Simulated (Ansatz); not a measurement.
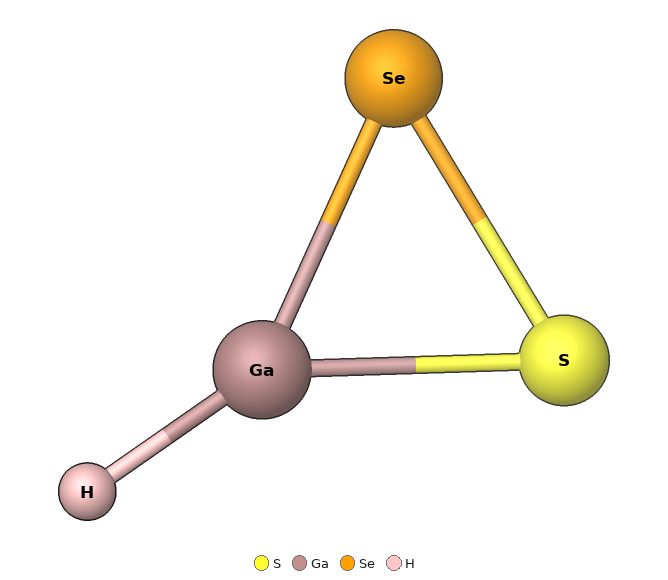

All atoms lie in one plane, which faces the viewer. Computed geometry: PBE0-D4/def2-TZVP optimisation. No frequency run is at hand to confirm it as a minimum.

Which symmetry elements does this geometry have?

Answer. It has 1 mirror plane, so the point group is Cs. The group has 2 operations. The geometry is achiral, and symmetry allows a dipole moment.
